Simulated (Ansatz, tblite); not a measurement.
# Ge14H20 off sphere (Ge₁₄H₂₀): spin states and exact exchange

Aim: set other spin states of Ge14H20 off sphere (Ge₁₄H₂₀) against its singlet, on many levels of theory.

Program: Ansatz 0.2.0, Gaussian basis. Level of theory: as each input shows. These are calculated values, not measurements.

Levels to be run: triplet, at the geometry of the singlet (GFN1-xTB, GFN2-xTB, PBE0-D4/def2-TZVP, PBE-D4/def2-TZVP); the singlet's energies come from earlier runs.

1 further run of the same task is left out (set aside as unsound or not needed). Runs told in other sessions of the task aren't counted.

## (1) The geometry

The singlet was relaxed beforehand with PBE-D4/def2-SVP.

34 atoms, charge 0, spin multiplicity 1.

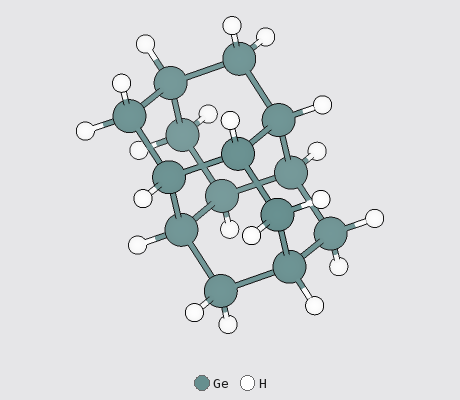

The geometry (germanium teal, hydrogen white).

## (2) Triplet at the fixed geometry, GFN1-xTB

Tight binding, by tblite at 300 K electronic temperature and without a spin-polarisation term:

```python
tblite.interface.Calculator('GFN1-xTB', numbers, positions, charge=0, uhf=2).singlepoint()
```

Energy -930.9272 eV; 0.24 s.

## (3) Triplet at the fixed geometry, GFN2-xTB

Tight binding, by tblite at 300 K electronic temperature and without a spin-polarisation term:

```python
tblite.interface.Calculator('GFN2-xTB', numbers, positions, charge=0, uhf=2).singlepoint()
```

Energy -1012.1799 eV; 0.19 s.

## (4) Triplet at the fixed geometry, PBE0-D4/def2-TZVP

in.yaml reads:

```yaml
crystal:
  periodic: [false, false, false]
  atoms:
    - {symbol: Ge, position_ang: [0.713266, -3.542151, 0.713723]}
    - {symbol: Ge, position_ang: [-2.128474, 2.130681, -2.126263]}
    - {symbol: Ge, position_ang: [0.691312, -0.697605, -2.121618]}
    - {symbol: Ge, position_ang: [-2.123858, -0.695397, 0.697538]}
    - {symbol: Ge, position_ang: [0.717461, -0.719528, 3.539034]}
    - {symbol: Ge, position_ang: [0.695326, 2.120084, 0.697486]}
    - {symbol: Ge, position_ang: [3.540510, -0.715873, 0.711763]}
    - {symbol: Ge, position_ang: [-3.540826, 0.719333, -0.711556]}
    - {symbol: Ge, position_ang: [-0.700069, -2.123077, -0.694759]}
    - {symbol: Ge, position_ang: [2.129974, -2.131053, 2.124446]}
    - {symbol: Ge, position_ang: [-0.715369, 0.718451, -3.539525]}
    - {symbol: Ge, position_ang: [-0.711523, 3.541266, -0.715263]}
    - {symbol: Ge, position_ang: [2.118900, 0.694135, -0.696988]}
    - {symbol: Ge, position_ang: [-0.695317, 0.693431, 2.123929]}
    - {symbol: H, position_ang: [1.598089, -4.458299, -0.183482]}
    - {symbol: H, position_ang: [-0.180075, -4.456595, 1.604215]}
    - {symbol: H, position_ang: [-3.029574, 3.032917, -3.026999]}
    - {symbol: H, position_ang: [1.595990, -1.602928, -3.017339]}
    - {symbol: H, position_ang: [-3.021030, -1.599200, 1.602304]}
    - {symbol: H, position_ang: [-0.176826, -1.609072, 4.453491]}
    - {symbol: H, position_ang: [1.605654, 0.174515, 4.455036]}
    - {symbol: H, position_ang: [1.602975, 3.013503, 1.602110]}
    - {symbol: H, position_ang: [4.457375, -1.601560, -0.183817]}
    - {symbol: H, position_ang: [4.453702, 0.180241, 1.600740]}
    - {symbol: H, position_ang: [-4.460126, -0.172848, -1.598231]}
    - {symbol: H, position_ang: [-4.451948, 1.609369, 0.185656]}
    - {symbol: H, position_ang: [-1.606330, -3.018098, -1.599202]}
    - {symbol: H, position_ang: [3.031943, -3.033092, 3.024513]}
    - {symbol: H, position_ang: [-1.601940, -0.170693, -4.461769]}
    - {symbol: H, position_ang: [0.184946, 1.608559, -4.447525]}
    - {symbol: H, position_ang: [0.188373, 4.449233, -1.605828]}
    - {symbol: H, position_ang: [-1.595653, 4.463591, 0.176219]}
    - {symbol: H, position_ang: [3.011932, 1.599953, -1.603875]}
    - {symbol: H, position_ang: [-1.598807, 1.597806, 3.021835]}
basis:
  gaussian: {orbitals: def2-TZVP, fitting: {mean_field: def2-universal-jkfit}}
magnetization: {spin_polarized: true, initial_magnetization: 2}
hamiltonian: {xc: pbe0, dispersion: d4}
scf: {omitted_lower_state_checks: [starts]}
output: {orbitals: {seedname: orbitals}}
```

Launch:

```console
$ ansatz run in.yaml --threads 4 --pin off --events-out ev --progress --plain --max-ram 66560MiB --backend cuda --devices 0, --max-vram 37GiB
```

Standard output:

```text
Functional definition: PBE0
  name "PBE0"
  cite "Adamo & Barone, J. Chem. Phys. 110, 6158 (1999) doi:10.1063/1.478522"
  cite "Perdew, Burke & Ernzerhof, Phys. Rev. Lett. 77, 3865 (1996) doi:10.1103/PhysRevLett.77.3865"
  parent pbe
  parameter a = 0.25
  parameter kappa = 0.804
  parameter beta = 0.06672455060314922
  exchange = (1 - a)*pbe_x(kappa = kappa, mu = beta*pi^2/3) + a*exact_x
  correlation = pbe_c(beta = beta)
these checks for a lower state are left out or cut short: starts
4084 factors; integrals over basis functions are off by at most 6.2e-1 eV
mean field evaluation 1: about -791482.9126 eV, gradient 3.9e1 eV
mean field evaluation 2: about -791483.0290 eV, gradient 4.1e1 eV
mean field evaluation 4: about -791485.3270 eV, gradient 3.4e0 eV
mean field evaluation 8: about -791485.3780 eV, gradient 2.5e-1 eV
mean field evaluation 16: about -791485.3790 eV, gradient 3.8e-3 eV
mean field evaluation 32: about -791485.3790 eV, gradient 1.1e-4 eV
mean field -791485.38270180 eV, -29086.5513262302 hartree, gradient 1.0e-5 eV, S^2 2.006893; 0 other end points of the search recorded, 0 dependent functions left out
reference -791485.38277076 eV, -29086.5513287642 hartree; 235, 233 occupied and 557, 559 virtual orbitals, 4084 factors
Total energy: -791487.29099059 eV, -29086.6214545496 hartree
Checks for a lower state left out: starts
```

It took 47 s on 1 × H100 (card shared with other runs) with 4 threads of AMD EPYC 7R13, shared host; peak host memory 1.5 GiB.

Report: HOMO -2.09 eV, LUMO -6.08 eV (over both spins; with the spin held, an empty level of the minority spin lies below the top filled one); ⟨S²⟩ 2.007 (pure: 2.00).

## (5) Triplet at the fixed geometry, PBE-D4/def2-TZVP

start.molden holds the orbitals of an earlier run on this state, given as this run's starting guess.

in.yaml: that of step 4 with these lines changed.

```diff
@@ -38,5 +38,5 @@
 basis:
-  gaussian: {orbitals: def2-TZVP, fitting: {mean_field: def2-universal-jkfit}}
+  gaussian: {orbitals: def2-TZVP, fitting: {mean_field: def2-universal-jkfit}, initial_orbitals: start.molden}
 magnetization: {spin_polarized: true, initial_magnetization: 2}
-hamiltonian: {xc: pbe0, dispersion: d4}
+hamiltonian: {xc: pbe, dispersion: d4}
 scf: {omitted_lower_state_checks: [starts]}
```

Same command.

Standard output (excerpt; [...] marks lines left out):

```text
Functional definition: PBE
  name "PBE"
  cite "Perdew, Burke & Ernzerhof, Phys. Rev. Lett. 77, 3865 (1996) doi:10.1103/PhysRevLett.77.3865"
  parent pbe
[...]
4084 factors; integrals over basis functions are off by at most 6.2e-1 eV
[...]
mean field -791464.65194591 eV, -29085.7894850030 hartree, gradient 5.2e-6 eV, S^2 2.002603; 0 other end points of the search recorded, 0 dependent functions left out
reference -791464.65203431 eV, -29085.7894882515 hartree; 235, 233 occupied and 557, 559 virtual orbitals, 4084 factors
Total energy: -791466.75410364 eV, -29085.8667378746 hartree
Checks for a lower state left out: starts
```

Run time: 36 s. Hardware: 1 × H100 (card shared with other runs) with 4 threads of AMD EPYC 7R13, shared host; peak host memory 1.5 GiB.

HOMO -1.82 eV, LUMO -6.14 eV (over both spins; with the spin held, an empty level of the minority spin lies below the top filled one); ⟨S²⟩ 2.003 (pure: 2.00).

## (6) Triplet less singlet, vertical

The singlet's energies are those of its earlier runs, whose logs aren't repeated here.

```tsv
level	triplet less singlet, vertical (kJ/mol)	time
GFN1-xTB	+314.7	0.4 s
GFN2-xTB	+399.0	0.32 s
PBE-D4/def2-TZVP	+423.6	46 s
PBE0-D4/def2-TZVP	+485.3	55 s
```

Times add the two runs; a level without a time comes out of a correlated run. Tight binding without a spin term can't rank spin states.

## (7) Results

| quantity | value |
| --- | --- |
| triplet less singlet, vertical, functionals in def2-TZVP | +423.6 (PBE-D4) to +485.3 kJ/mol (PBE0-D4) |

In words: All functionals put the triplet above the singlet, over a spread of 61.7 kJ/mol. The checks for a lower triplet were left out, so another state of that spin may lie lower. These are electronic energies, without zero-point motion, entropy or surroundings.
